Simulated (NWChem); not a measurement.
**the pair BH2SClO···CH5N: a chain of runs**

Aim: the energy (singlet CH7BClNOS, SVWN5/6-31G*), then a single-point energy (singlet BH2SClO, SVWN5/6-31G*), then a single-point energy (singlet CH5N, SVWN5/6-31G*), then a single-point energy (singlet BH2SClO, SVWN5/6-31G*), then the energy (singlet CH5N, SVWN5/6-31G*) of CH7BClNOS and its partners. 

Program for the calculation: NWChem 7.3.0.

**1. The structure to begin with**

The species is CH7BClNOS (13 atoms), meant as a singlet with charge 0. The two molecules were placed rigidly side by side, at 0.9 times their contact distance; the pair isn't optimised.

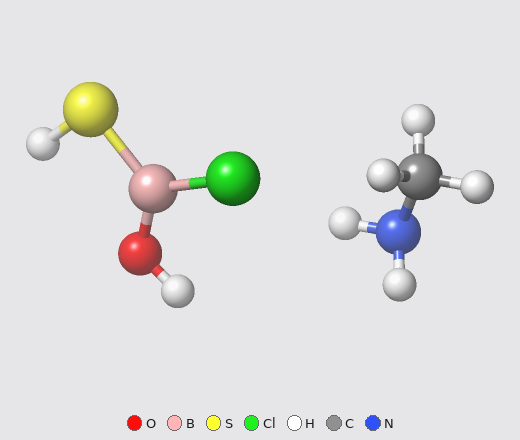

The structure, seen from a chosen angle (oxygen red, boron pink, sulfur yellow, chlorine green, hydrogen white, carbon grey, nitrogen blue).

**2. A single-point energy at SVWN5/6-31G(d) (spherical functions) (run 1)**

geom.nw reads:

```
start geom
title "CH7BClNOS"
memory total 2200 mb
charge 0
geometry noautosym nocenter noautoz
O     0.294700    0.918670   -0.619520
B    -0.239300   -0.207730   -0.105220
S     0.326000   -0.885430    1.463480
Cl   -1.527700   -1.073330   -0.956620
H    -0.095300    1.173270   -1.461020
H     1.241600    0.074570    1.678880
C    -1.682720   -2.721030   -3.880550
N    -0.767830   -1.666440   -4.282950
H    -2.412050   -2.441730   -3.106160
H    -1.110880   -3.573570   -3.507110
H    -2.240270   -3.069200   -4.752970
H    -0.232740   -1.336540   -3.490090
H    -1.277750   -0.869710   -4.642320
end
basis spherical bse
O library 6-31G*
B library 6-31G*
S library 6-31G*
Cl library 6-31G*
H library 6-31G*
C library 6-31G*
N library 6-31G*
end
dft
xc slater vwn_5
grid fine
convergence energy 1e-08
maxiter 100
mulliken
noprint "final vectors analysis"
end
task dft energy
```

Command:

```sh
$ nwchem geom.nw > geom.out
```

Log:

```text
[...]
          Wavefunction type:  closed shell.
          No. of atoms     :    13
          No. of electrons :    66
[...]
          Charge           :     0
          Spin multiplicity:     1
[...]
          AO basis - number of functions:   106
[...]
              XC Information
              --------------
                        Slater Exchange Functional  1.000 local
                      VWN V Correlation Functional  1.000 local
[...]
 d= 0,ls=0.0,diis     1  -1050.9329771344 -1.38D+03  1.58D-02  1.36D+00     2.0
[...]
 d= 0,ls=0.0,diis    11  -1051.0591465516 -3.99D-09  4.53D-07  2.45D-09    14.8
         Total DFT energy =    -1051.059146551650
      One electron energy =    -2110.606321870006
           Coulomb energy =      805.737105828680
    Exchange-Corr. energy =      -77.046816069181
 Nuclear repulsion energy =      330.856885558857
[...]
      Total Density - Mulliken Population Analysis
     ---------------------------------------------
    Atom       Charge   Shell Charges
 -----------   ------   -------------------------------------------------------
    1 O    8     8.46   2.00  0.89  2.95  0.90  1.70  0.02
    2 B    5     4.89   1.99  0.55  1.47  0.27  0.49  0.11
    3 S   16    16.12   2.00  2.00  5.96  1.37  3.10  0.49  1.15  0.05
    4 Cl  17    17.12   2.00  2.00  5.97  1.41  3.63  0.52  1.57  0.02
    5 H    1     0.56   0.45  0.11
    6 H    1     0.85   0.47  0.38
    7 C    6     6.42   2.00  0.66  2.13  0.61  0.98  0.04
    8 N    7     7.71   2.00  0.77  2.51  0.87  1.54  0.03
    9 H    1     0.85   0.50  0.35
   10 H    1     0.81   0.50  0.31
[...]
```

Wall time 16 s (1 thread of Intel Xeon 6975P-C (Granite Rapids), shared host); peak memory 0.13 GiB.

**3. BH2SClO: the energy at SVWN5/6-31G(d) (spherical functions) (run 2)**

bclh2os.nw reads:

```
start bclh2os
memory 2200 mb
geometry units angstrom noautosym nocenter noautoz
   O      0.294700     0.918670    -0.619520
   B     -0.239300    -0.207730    -0.105220
   S      0.326000    -0.885430     1.463480
   Cl    -1.527700    -1.073330    -0.956620
   H     -0.095300     1.173270    -1.461020
   H      1.241600     0.074570     1.678880
end
basis spherical bse
   * library 6-31G*
end
dft
   xc slater vwn_5
   mult 1
   grid fine
   convergence energy 1e-08
   maxiter 100
   mulliken
   print low
end
task dft energy
```

Command:

```sh
$ nwchem bclh2os.nw > bclh2os.out
```

Log:

```text
[...]
 d= 0,ls=0.0,diis     1   -955.9698897054 -1.14D+03  2.24D-02  1.01D+00     0.8
[...]
 d= 0,ls=0.0,diis    11   -956.0692308195 -2.73D-09  5.75D-07  1.52D-09     5.6
         Total DFT energy =     -956.069230819511
      One electron energy =    -1692.909317318945
           Coulomb energy =      614.881426885198
    Exchange-Corr. energy =      -63.702188665201
 Nuclear repulsion energy =      185.660848279437
[...]
      Total Density - Mulliken Population Analysis
     ---------------------------------------------
    Atom       Charge   Shell Charges
 -----------   ------   -------------------------------------------------------
    1 O    8     8.46   2.00  0.89  2.95  0.90  1.71  0.02
    2 B    5     4.88   1.99  0.55  1.47  0.27  0.48  0.11
    3 S   16    16.12   2.00  2.00  5.96  1.37  3.10  0.49  1.15  0.05
    4 Cl  17    17.12   2.00  2.00  5.97  1.41  3.64  0.53  1.57  0.02
    5 H    1     0.56   0.45  0.11
    6 H    1     0.85   0.48  0.38
[...]
```

Run time: 6.3 s. Hardware: 1 thread of Intel Xeon 6975P-C (Granite Rapids), shared host; peak memory 0.12 GiB.

**4. CH5N: a single-point energy at SVWN5/6-31G(d) (spherical functions) (run 3)**

ch5n.nw reads:

```
START ch5n
memory total 2200 mb

GEOMETRY units au noautosym nocenter noautoz
  C     -3.17987994    -5.14200148    -7.33317671
  N     -1.45098841    -3.14911520    -8.09360251
  H     -4.55811390    -4.61420097    -5.86979170
  H     -2.09925896    -6.75306859    -6.62747739
  H     -4.23349675    -5.79994742    -8.98181158
  H     -0.43981486    -2.52569455    -6.59531425
  H     -2.41459756    -1.64351371    -8.77271338
END

BASIS spherical bse
  C library 6-31G*
  N library 6-31G*
  H library 6-31G*
END

DFT
  xc slater vwn_5
  grid fine
  convergence energy 1e-08
  iterations 100
  mulliken
  print low
END

TASK dft
```

Command:

```sh
$ nwchem ch5n.nw > ch5n.out
```

Log:

```text
[...]
 d= 0,ls=0.0,diis     1    -94.9605200239 -1.37D+02  1.67D-02  3.40D-01     0.3
[...]
 d= 0,ls=0.0,diis     8    -94.9863367822 -1.31D-09  3.10D-06  1.56D-08     1.1
         Total DFT energy =      -94.986336782187
      One electron energy =     -211.852897864409
           Coulomb energy =       88.066072560115
    Exchange-Corr. energy =      -13.340406296697
 Nuclear repulsion energy =       42.140894818804
[...]
      Total Density - Mulliken Population Analysis
     ---------------------------------------------
    Atom       Charge   Shell Charges
 -----------   ------   -------------------------------------------------------
    1 C    6     6.42   2.00  0.66  2.13  0.60  0.99  0.04
    2 N    7     7.72   2.00  0.77  2.51  0.87  1.54  0.03
    3 H    1     0.85   0.50  0.35
    4 H    1     0.82   0.50  0.32
    5 H    1     0.82   0.50  0.32
    6 H    1     0.69   0.49  0.19
    7 H    1     0.69   0.49  0.19
[...]
```

Run time: 1.6 s. Hardware: 1 thread of Intel Xeon 6975P-C (Granite Rapids), shared host; peak memory 0.12 GiB.

**5. BH2SClO among ghost functions: a single-point energy at SVWN5/6-31G(d) (spherical functions, with ghost functions) (run 4)**

input.nw reads:

```
start input
title "BClH2OS"
memory 2200 mb
geometry units angstroms noautosym nocenter noautoz
O        0.294700       0.918670      -0.619520
B       -0.239300      -0.207730      -0.105220
S        0.326000      -0.885430       1.463480
Cl      -1.527700      -1.073330      -0.956620
H       -0.095300       1.173270      -1.461020
H        1.241600       0.074570       1.678880
bqC     -1.682720    -2.721030    -3.880550
bqN     -0.767830    -1.666440    -4.282950
bqH     -2.412050    -2.441730    -3.106160
bqH     -1.110880    -3.573570    -3.507110
bqH     -2.240270    -3.069200    -4.752970
bqH     -0.232740    -1.336540    -3.490090
bqH     -1.277750    -0.869710    -4.642320
end
basis spherical bse
O library 6-31G*
B library 6-31G*
S library 6-31G*
Cl library 6-31G*
H library 6-31G*
bqC library C 6-31G*
bqN library N 6-31G*
bqH library H 6-31G*
end
dft
xc slater vwn_5
grid fine
convergence energy 1e-08
maxiter 100
mulliken
print low
end
task dft energy
```

Command:

```sh
$ nwchem input.nw > input.out
```

Log:

```text
[...]
 d= 0,ls=0.0,diis     1   -955.9703403531 -1.14D+03  1.44D-02  1.02D+00     1.8
[...]
 d= 0,ls=0.0,diis    11   -956.0698438812 -2.79D-09  3.73D-07  1.56D-09    14.0
         Total DFT energy =     -956.069843881207
      One electron energy =    -1692.878315348951
           Coulomb energy =      614.847309100762
    Exchange-Corr. energy =      -63.699685912454
 Nuclear repulsion energy =      185.660848279437
[...]
      Total Density - Mulliken Population Analysis
     ---------------------------------------------
    Atom       Charge   Shell Charges
 -----------   ------   -------------------------------------------------------
    1 O    8     8.46   2.00  0.89  2.95  0.90  1.71  0.02
    2 B    5     4.88   1.99  0.55  1.47  0.27  0.48  0.11
    3 S   16    16.12   2.00  2.00  5.96  1.37  3.10  0.49  1.15  0.05
    4 Cl  17    17.11   2.00  2.00  5.97  1.41  3.64  0.53  1.55  0.02
    5 H    1     0.56   0.45  0.11
    6 H    1     0.85   0.48  0.38
    7 X    0    -0.00   0.00  0.00  0.00 -0.00 -0.00 -0.00
    8 X    0    -0.00   0.00  0.00  0.00 -0.00 -0.00 -0.00
    9 X    0     0.00  -0.00  0.00
   10 X    0     0.00  -0.00  0.00
[...]
```

It took 15 s on 1 thread of Intel Xeon 6975P-C (Granite Rapids), shared host; peak memory 0.13 GiB.

**6. CH5N among ghost functions: a single-point energy at SVWN5/6-31G(d) (spherical functions, with ghost functions) (run 5)**

calc.nw reads:

```
start calc
title "CH5N energy"
memory 2200 mb

geometry units angstrom noautosym nocenter noautoz
  C    -1.682720   -2.721030   -3.880550
  N    -0.767830   -1.666440   -4.282950
  H    -2.412050   -2.441730   -3.106160
  H    -1.110880   -3.573570   -3.507110
  H    -2.240270   -3.069200   -4.752970
  H    -0.232740   -1.336540   -3.490090
  H    -1.277750   -0.869710   -4.642320
  bqO      0.294700     0.918670    -0.619520
  bqB     -0.239300    -0.207730    -0.105220
  bqS      0.326000    -0.885430     1.463480
  bqCl    -1.527700    -1.073330    -0.956620
  bqH     -0.095300     1.173270    -1.461020
  bqH      1.241600     0.074570     1.678880
end

basis "ao basis" spherical bse
  C library 6-31G*
  N library 6-31G*
  H library 6-31G*
  bqO library O 6-31G*
  bqB library B 6-31G*
  bqS library S 6-31G*
  bqCl library Cl 6-31G*
  bqH library H 6-31G*
end

dft
  xc slater vwn_5
  grid fine
  convergence energy 1e-08
  maxiter 100
  mulliken
  noprint "final vectors analysis"
end

task dft energy
```

Command:

```sh
$ nwchem calc.nw > calc.out
```

Log:

```text
[...]
          Wavefunction type:  closed shell.
          No. of atoms     :    13
          No. of electrons :    18
[...]
          Charge           :     0
          Spin multiplicity:     1
[...]
          AO basis - number of functions:   106
[...]
              XC Information
              --------------
                        Slater Exchange Functional  1.000 local
                      VWN V Correlation Functional  1.000 local
[...]
 d= 0,ls=0.0,diis     1    -94.9614336675 -1.37D+02  6.06D-03  3.40D-01     1.5
[...]
 d= 0,ls=0.0,diis     8    -94.9873174531 -1.43D-09  1.13D-06  1.58D-08     8.8
         Total DFT energy =      -94.987317453111
      One electron energy =     -211.837637512239
           Coulomb energy =       88.047530840630
    Exchange-Corr. energy =      -13.338108665063
 Nuclear repulsion energy =       42.140897883561
[...]
      Total Density - Mulliken Population Analysis
     ---------------------------------------------
    Atom       Charge   Shell Charges
 -----------   ------   -------------------------------------------------------
    1 C    6     6.43   2.00  0.66  2.13  0.61  0.99  0.04
    2 N    7     7.72   2.00  0.77  2.51  0.87  1.55  0.03
    3 H    1     0.84   0.50  0.34
    4 H    1     0.82   0.50  0.32
    5 H    1     0.82   0.50  0.32
    6 H    1     0.68   0.49  0.19
    7 H    1     0.69   0.49  0.19
    8 X    0    -0.00   0.00  0.00  0.00 -0.00 -0.00 -0.00
    9 X    0     0.00  -0.00 -0.00 -0.00  0.00  0.00 -0.00
   10 X    0    -0.00  -0.00 -0.00 -0.00 -0.00 -0.00 -0.00 -0.00 -0.00
[...]
```

It took 9.3 s on 1 thread of Intel Xeon 6975P-C (Granite Rapids), shared host; peak memory 0.13 GiB.

**7. What came out**

```
                                                                                                                   quantity           value
                                                                                          run 1, SVWN5/6-31G*: total energy  -1051.05915 Eh
                                                                                         run 1, SVWN5/6-31G*: dipole moment          2.42 D
                                                                                                      BH2SClO: total energy   -956.06923 Eh
                                                                                                         CH5N: total energy    -94.98634 Eh
                                                                                BH2SClO among ghost functions: total energy   -956.06984 Eh
                                                                                   CH5N among ghost functions: total energy    -94.98732 Eh
                                                                                  CH5N among ghost functions: dipole moment          1.37 D
              interaction energy of the rigid parts BH2SClO and CH5N (parts in their own basis; closest atoms 2.70 Å apart)       -0.097 eV
interaction energy of the rigid parts BH2SClO and CH5N (parts in the whole basis, counterpoise; closest atoms 2.70 Å apart)       -0.054 eV
```

In words: The interaction energy of the rigid parts BH2SClO and CH5N (parts in their own basis; closest atoms 2.70 Å apart) is −0.10 eV (−9.4 kJ/mol): the parts attract. Without counterpoise this holds the superposition error of the basis. The interaction energy of the rigid parts BH2SClO and CH5N (parts in the whole basis, counterpoise; closest atoms 2.70 Å apart) is −0.05 eV (−1.2 kcal/mol): the parts attract. The basis-set superposition error is 4.2 kJ/mol. Mulliken charges (run 1, SVWN5/6-31G*) run from -0.71 on N8 to +0.44 on H5. Mulliken charges (BH2SClO) run from -0.46 on O1 to +0.44 on H5; they depend strongly on the basis.
